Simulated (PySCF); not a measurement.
**CClF₃O₂S, SMILES `O=S(=O)(Cl)C(F)(F)F`: what the electrons do**

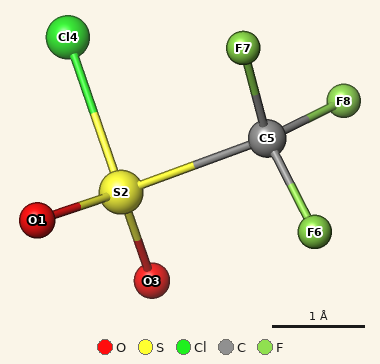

The molecule, with its atoms numbered as below. No frequency check shows the geometry to be a minimum.

Geometry (Å), atoms numbered from 1:

```
O1      -0.6718   -1.2807    1.2316
S2      -0.5281   -0.5955   -0.0003
O3      -0.6729   -1.2794   -1.2328
Cl4     -1.7202    1.0171    0.0010
C5       1.1514    0.2361   -0.0007
F6       2.0684   -0.7111    0.0007
F7       1.2741    0.9829    1.0792
F8       1.2732    0.9840   -1.0797
```

### 1. Bonding charge

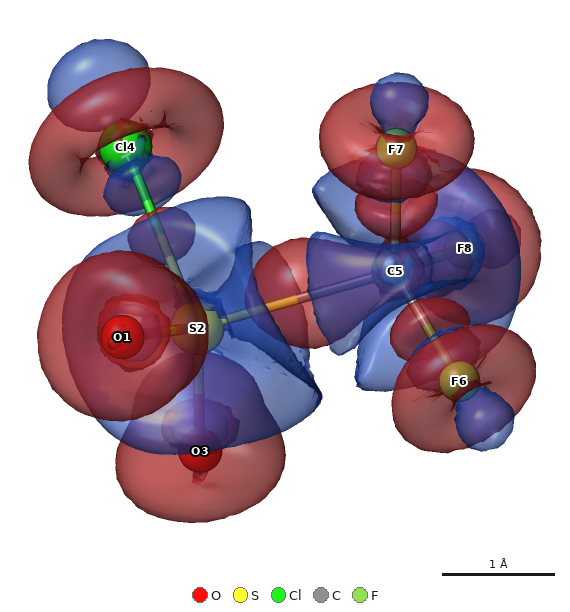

Deformation density (molecule less spherical, spin-averaged free atoms at the same positions), surfaces at ±0.07 e/Å³; red: gain, blue: loss.

Computed with PySCF, PBE/6-311G**, geometry: GFN2-xTB.

Question: How much density has each bond gained at its critical point, relative to the free atoms?

Answer: S2–C5: +0.40 e/Å³ at the bond critical point (bond length 1.87 Å, Mayer order 0.7). S2–O3 and O1–S2: +0.19 e/Å³ at the bond critical point (bond length 1.42 Å, Mayer order 1.8). S2–Cl4: +0.14 e/Å³ at the bond critical point (bond length 2.00 Å, Mayer order 0.8). C5–F6: +0.13 e/Å³ at the bond critical point (bond length 1.32 Å, Mayer order 1.1). C5–F8 and C5–F7: +0.13 e/Å³ at the bond critical point (bond length 1.32 Å, Mayer order 1.1). In all, 1.8 electrons gather in the regions of gain relative to the promolecule. A small or negative value marks a very polar bond, one between electron-rich atoms, whose free-atom densities already overlap strongly, a long bond to a heavier atom, or a closed-shell contact such as a hydrogen bond.

Question: Where do the Hirshfeld charges lie?

Answer: The highest Hirshfeld charge is on S2 (+0.44 e), the lowest on O1 and O3 (−0.24 e).

```json
{"atom": "O1", "charge (e)": "−0.24"}
{"atom": "S2", "charge (e)": "+0.44"}
{"atom": "O3", "charge (e)": "−0.24"}
{"atom": "Cl4", "charge (e)": "−0.04"}
{"atom": "C5", "charge (e)": "+0.22"}
{"atom": "F6", "charge (e)": "−0.04"}
{"atom": "F7", "charge (e)": "−0.05"}
{"atom": "F8", "charge (e)": "−0.04"}
```

### 2. Bond critical points

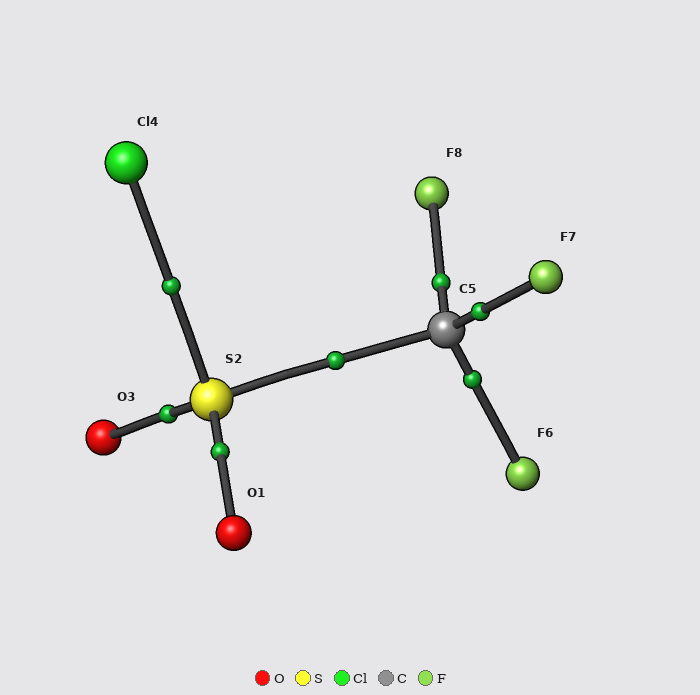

Molecular graph of the electron density (QTAIM): bond paths, bond critical points (green), ring points (magenta, if any); weak paths are dashed.

Question: How many critical points of each kind are there, and does the count close?

Answer: 8 nuclei, 7 bond, 0 ring and 0 cage critical points: 8 − 7 + 0 − 0 = 1, as the Poincaré–Hopf relation requires.

Question: Tabulate density, Laplacian, ellipticity and energy density at the bond critical points (atomic units).

Answer:
```json
{"bond": "S2–O3 (2 alike)", "length (Å)": "1.417", "ρ (a.u.)": "0.308", "∇²ρ (a.u.)": "+1.40", "ε": "0.06", "H (a.u.)": "−0.361"}
{"bond": "C5–F6", "length (Å)": "1.318", "ρ (a.u.)": "0.294", "∇²ρ (a.u.)": "−0.22", "ε": "0.12", "H (a.u.)": "−0.415"}
{"bond": "C5–F8 (2 alike)", "length (Å)": "1.318", "ρ (a.u.)": "0.293", "∇²ρ (a.u.)": "−0.22", "ε": "0.12", "H (a.u.)": "−0.415"}
{"bond": "S2–C5", "length (Å)": "1.874", "ρ (a.u.)": "0.184", "∇²ρ (a.u.)": "−0.29", "ε": "0.00", "H (a.u.)": "−0.117"}
{"bond": "S2–Cl4", "length (Å)": "2.005", "ρ (a.u.)": "0.159", "∇²ρ (a.u.)": "−0.10", "ε": "0.00", "H (a.u.)": "−0.091"}
```

Question: What kind of interaction is S2–C5?

Answer: Shared-shell (covalent): ρ = 0.184, ∇²ρ = −0.29, H = −0.117 a.u.

### 3. Electrostatic potential

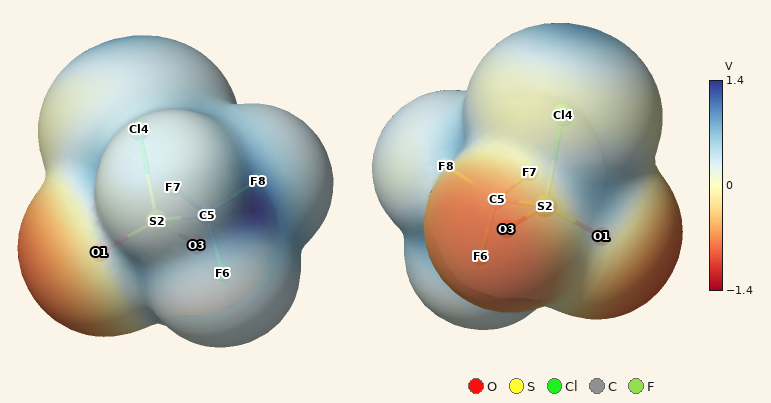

Electrostatic potential on the surface of electron density 0.001 a.u. (back view left, front view right).

Question: Where are the extremes of the potential on the surface?

Answer: Highest: 1.39 V, off the C5–F8 bond (1.8 to 1.9 Å from its atoms). Further maxima include 0.85 V, off the S2–O3 bond (2.1 to 2.2 Å from its atoms); 0.84 V, 2.0 Å from Cl4. Lowest: −0.83 V, 1.7 Å from O3, and at like points elsewhere. Further minima include 0.19 V, 1.6 Å from F6, and at like points elsewhere. The surface is sampled at points, so like sites can differ by a few per cent and only the strongest of them is named.

Question: Does Cl4 carry a σ-hole?

Answer: Yes: a local maximum of +0.84 V lies on the extension of the S2–Cl4 bond.

Question: What volume does the surface enclose, and what is the dipole moment?

Answer: About 124 Å³; the dipole moment is 2.0 D.

### 4. Excited states

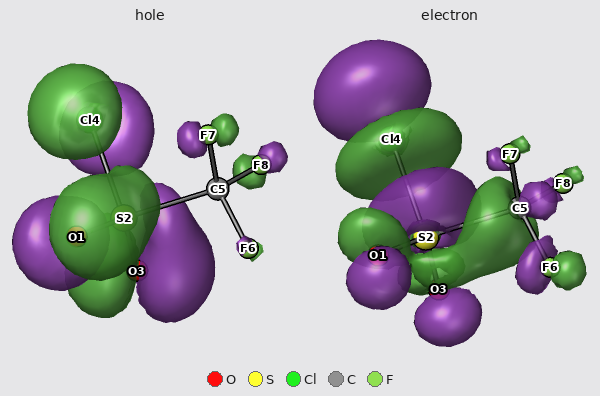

Leading natural transition orbital pair of S₃ (TDA singlet states); the surfaces enclose about 85 % of each orbital's density.

Level of theory: B3LYP/6-311G** (PySCF), at a geometry from GFN2-xTB. Without diffuse functions Rydberg states are missing, so the states' numbers hold for this basis only.

Question: Where does the state lie, and where do hole and electron sit?

Answer: 6.70 eV (185 nm), f = 0.003; the leading pair carries 98 %; hole on O1 and O3 (34 % each), Cl4 (17 %) and S2 (12 %), electron on Cl4 (42 %), S2 (30 %) and O1 and O3 (8 % each); their centroids lie 1.0 Å apart; S₂ and S₄ lie within 0.1 eV of it. In canonical orbitals it is mainly HOMO−3 → LUMO (96 %). The HOMO–LUMO gap is 7.11 eV.

### 5. In an electric field

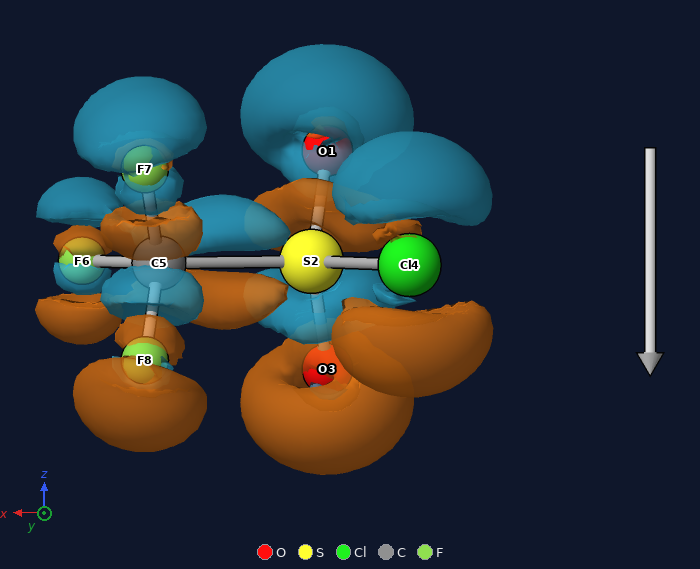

Change of the electron density in a uniform field of 0.41 V/Å along −z (arrow), surfaces at ±0.003 e/Å³ (light blue: gain, orange: loss).

Level of theory: M06-2X/def2-SVPD (PySCF), at a geometry from GFN2-xTB.

Question: What dipole is induced, and what polarisability does it imply?

Answer: The induced dipole is 1.02 D (along the field); α along this axis, from the fields in both directions, is 50 bohr³ (7.4 Å³).

Question: Which atoms gain and lose the most charge?

Answer: Electrons gather most on O1 (Hirshfeld charge changes by −0.026 e) and leave O3 most (+0.026 e); 0.099 electrons are displaced in all.

### 6. Localised orbitals

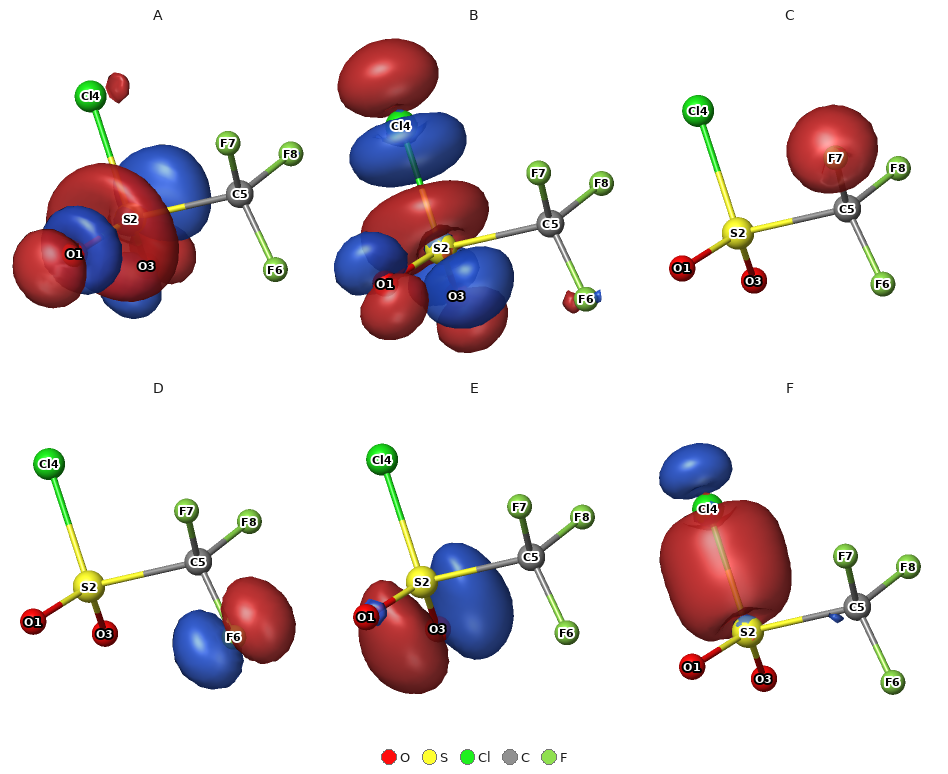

Intrinsic bond orbitals (IBO), occupied and valence-virtual; each surface holds about 80 % of the orbital's density. Energies are diagonal elements of the Fock matrix.

Level of theory: BP86/cc-pVDZ (PySCF), at a geometry from GFN2-xTB.

Question: Name the orbitals, with their atomic make-up and energies.

Answer: By panel:
- A: σ* orbital S2–O1 (S2 56 %, O1 33 %, O3 9 %; 4.7 eV)
- B: antibonding multicentre orbital mainly over S2, Cl4, O3 and O1 (S2 43 %, Cl4 32 %, O3 13 %; −1.6 eV)
- C: lone pair on F7 (sp0.4-type) (F7 100 %; −23.2 eV)
- D: lone pair on F6 (p-type) (F6 96 %; −12.1 eV)
- E: lone pair on O3, partly donated to S2 (O3 88 %, S2 8 %; −9.4 eV)
- F: σ bond Cl4–S2 (Cl4 60 %, S2 38 %; −16.6 eV)

Question: Which has the smallest and which the largest spatial spread?

Answer: Smallest: C (0.57 Å); largest: B (1.56 Å).

The PySCF runs shown took 25 s, 3.6 min, 110 s and 20 s on 1 thread of Intel(R) Xeon(R) Platinum 8375C CPU @ 2.90GHz (Ice Lake) (shared host).
